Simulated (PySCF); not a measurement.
# C$_{2}$F$_{6}$, SMILES `FC(F)(F)C(F)(F)F`: electronic structure

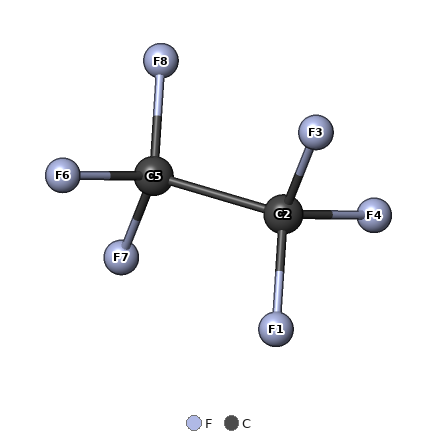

The molecule, with its atoms numbered as below. No frequency check shows the geometry to be a minimum.

Cartesian coordinates (Å):

```
F1       1.2442   -0.7466    0.9948
C2       0.7794    0.0001   -0.0000
F3       1.2438    1.2351    0.1491
F4       1.2442   -0.4883   -1.1438
C5      -0.7793   -0.0001   -0.0001
F6      -1.2441    0.4835    1.1459
F7      -1.2441   -1.2342   -0.1541
F8      -1.2440    0.7505   -0.9917
```

Part 1: Bonding charge

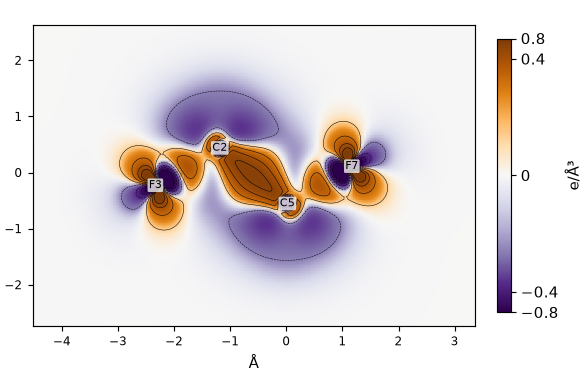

Deformation density (molecule less spherical, spin-averaged free atoms) in the plane of C2, F3, C5 and F7; colour scale in e/Å³, logarithmic beyond ±0.1; orange: gain, purple: loss.

Computed with PySCF, TPSSh/def2-SVPD, geometry: GFN2-xTB.

> Describe the bonding that the map shows.

C2–C5: +0.66 e/Å³ at the bond critical point (bond length 1.56 Å). C5–F7 and C2–F3: +0.15 e/Å³ at the bond critical point (bond length 1.33 Å). In all, 1.8 electrons gather in the regions of gain relative to the promolecule. A small or negative value marks a very polar bond, one between electron-rich atoms, whose free-atom densities already overlap strongly, a long bond to a heavier atom, or a closed-shell contact such as a hydrogen bond.

> Where do the Hirshfeld charges lie?

The highest Hirshfeld charge is on C2 and C5 (+0.25 e), the lowest on F1, F3, F4, F6, F7 and F8 (−0.08 e).

| atom | charge (e) |
| --- | --- |
| F1 | −0.08 |
| C2 | +0.25 |
| F3 | −0.08 |
| F4 | −0.08 |
| C5 | +0.25 |
| F6 | −0.08 |
| F7 | −0.08 |
| F8 | −0.08 |

Part 2: Bond critical points

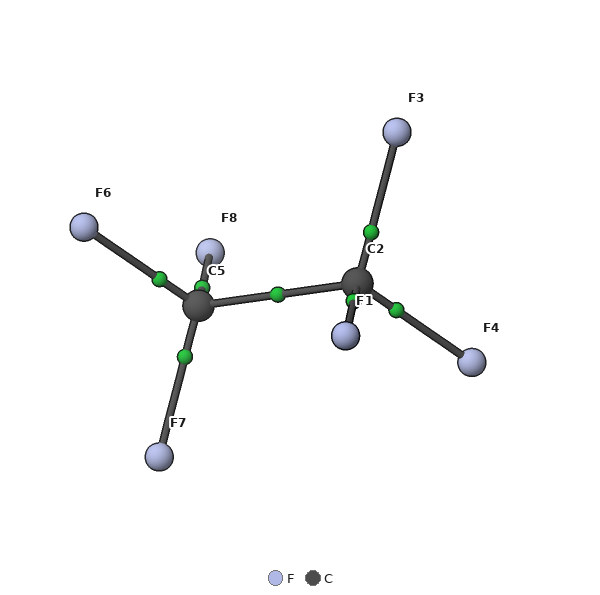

Molecular graph of the electron density (QTAIM): bond paths, bond critical points (green), ring points (magenta, if any); weak paths are dashed.

> How many critical points of each kind are there, and does the count close?

8 nuclei, 7 bond, 0 ring and 0 cage critical points: 8 − 7 + 0 − 0 = 1, as the Poincaré–Hopf relation requires.

> What does the calculation give at each kind of bond critical point?

```tsv
bond	length (Å)	ρ (a.u.)	∇²ρ (a.u.)	ε	H (a.u.)
C5–F7 (6 alike)	1.328	0.283	−0.17	0.11	−0.425
C2–C5	1.559	0.264	−0.71	0.00	−0.220
```

> What kind of interaction is C2–C5?

Shared-shell (covalent): ρ = 0.264, ∇²ρ = −0.71, H = −0.220 a.u.

Part 3: Electrostatic potential

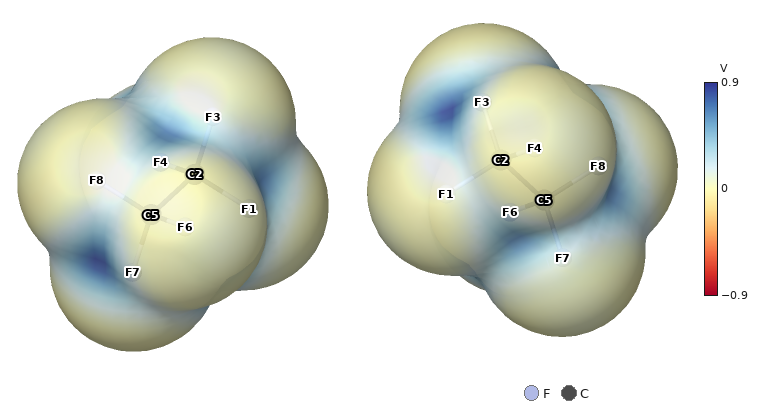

Electrostatic potential on the surface of electron density 0.001 a.u. (back view left, front view right).

> Where are the extremes of the potential on the surface?

Highest: 0.89 V, off the F1–C2 bond (1.8 to 1.9 Å from its atoms), and at like points elsewhere. Further maxima include 0.73 V, over the middle of F4, C5, F7 and F8, about 1.8 Å from them, and at like points elsewhere. Lowest: −0.03 V, 1.6 Å from F6, and at like points elsewhere. The surface is sampled at points, so like sites can differ by a few per cent and only the strongest of them is named.

> What volume does the surface enclose, and what is the dipole moment?

About 94 Å³; the dipole moment is 0.0 D.

Part 4: Excited states

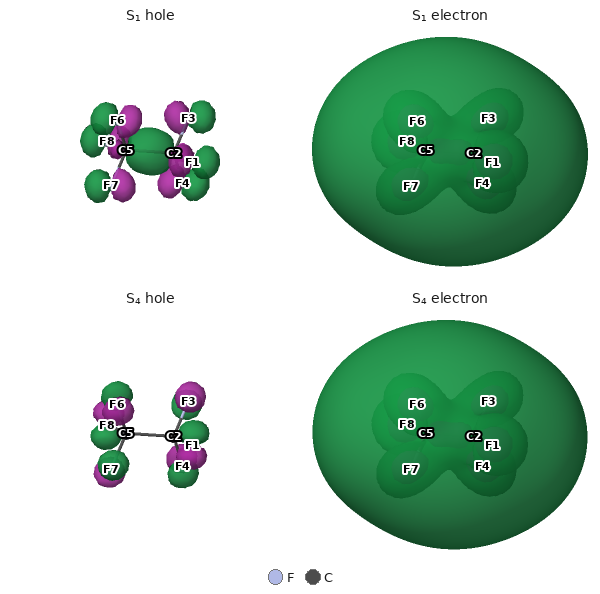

Leading natural transition orbitals (full linear response singlet states).

Computed with PySCF, PBE/6-31+G*, geometry: GFN2-xTB.

> Give the energy and character of each state.

By state:
- S₁: 9.66 eV (128 nm), f = 0.000 (dark), diffuse (Rydberg-like) orbital; the leading pair carries 100 %; hole on C2 and C5 (14 % each) and F1, F3, F4, F6, F7 and F8 (12 % each), electron on C2 and C5 (18 % each) and F1, F3, F4, F6, F7 and F8 (10 % each) (atom shares of so diffuse an orbital are rough); their centroids lie 0.0 Å apart.
- S₄: 10.34 eV (120 nm), f = 0.000 (dark), diffuse (Rydberg-like) orbital; the leading pair carries 100 %; hole on F1, F3, F4, F6, F7 and F8 (16 % each), electron on C2 and C5 (18 % each) and F1, F3, F4, F6, F7 and F8 (10 % each) (atom shares of so diffuse an orbital are rough); their centroids lie 0.0 Å apart; S₅ lies within 0.1 eV of it.

Part 5: In an electric field

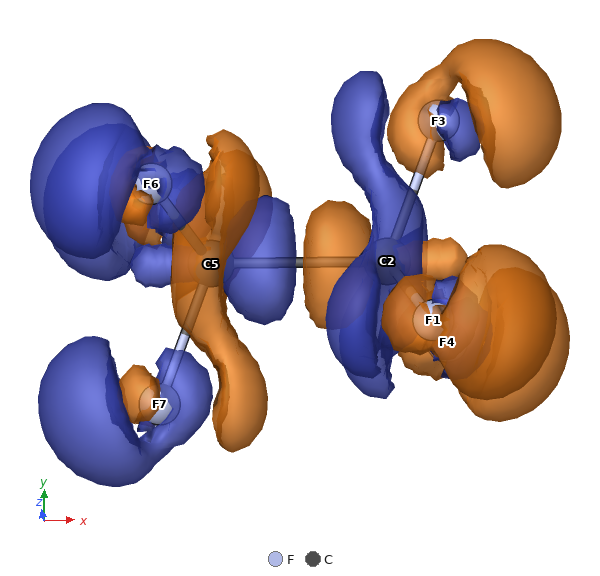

Change of the electron density in a uniform field of 0.51 V/Å, surfaces at ±0.004 e/Å³ (orange: gain, blue: loss).

PySCF calculation, TPSSh/def2-SVPD, gas phase; geometry: GFN2-xTB.

> Along which Cartesian direction does the field point?

Along −x: electrons gather on the +x side, against the field.

> What dipole is induced, and what polarisability does it imply?

The induced dipole is 0.85 D (along the field); α along this axis, from the fields in both directions, is 33 bohr³ (4.9 Å³).

> Which atoms gain and lose the most charge?

Electrons gather most on F1, F3 and F4 alike (Hirshfeld charge changes by −0.011 e) and leave F6, F7 and F8 alike most (+0.011 e); 0.095 electrons are displaced in all.

Part 6: Removing or adding an electron

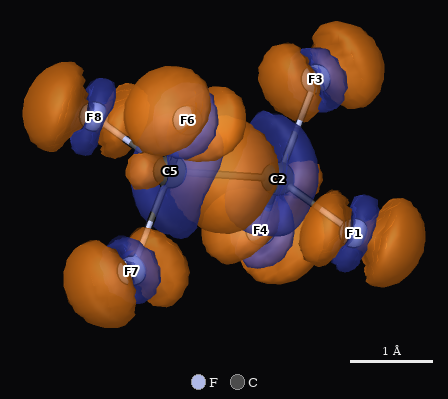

Fukui function f⁻ = ρ(N) − ρ(N−1) at fixed geometry, surfaces at ±0.04 e/Å³ (orange positive, blue negative).

Level of theory: HF/def2-SVP (PySCF), at a geometry from GFN2-xTB.

> Which atoms respond most to the removal of an electron?

f⁻ (Hirshfeld-condensed) is largest on F1, F3, F4, F6, F7 and F8 (0.13 each) and C2 and C5 (0.11 each); the vertical ionisation energy is 15.32 eV. Condensed values hint at sites of electrophilic attack but needn't mark the atom that reacts. Shares this close don't rank the sites. Orbital relaxation makes it negative in places (0.27 e in all).

```csv
atom,f⁻,charge
F1,+0.13,−0.10
C2,+0.11,+0.30
F3,+0.13,−0.10
F4,+0.13,−0.10
C5,+0.11,+0.30
F6,+0.13,−0.10
F7,+0.13,−0.10
F8,+0.13,−0.10
```

Part 7: Localised orbitals

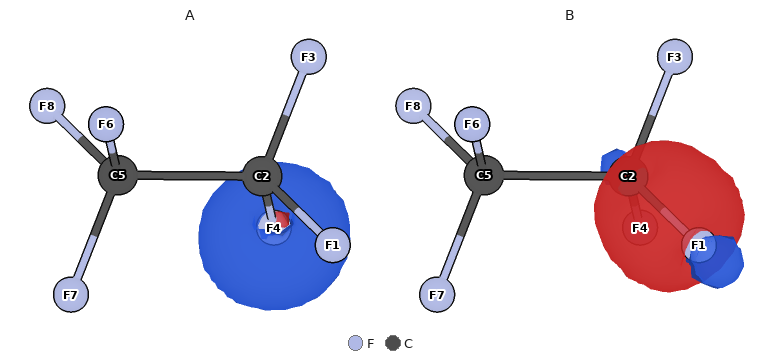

Pipek–Mezey orbitals, occupied; each surface holds about 85 % of the orbital's density. Energies are diagonal elements of the Fock matrix.

Method: PBE0/cc-pVDZ; geometry: GFN2-xTB; program: PySCF.

> Name the orbitals, with their atomic make-up and energies.

By panel:
- A: lone pair on F4 (sp0.4-type) (F4 100 %; −26.3 eV)
- B: σ bond F1–C2 (F1 68 %, C2 32 %; −27.1 eV)

> How do all the valence pairs divide up?

25 pairs: 18 lone pairs and 7 σ bonds.
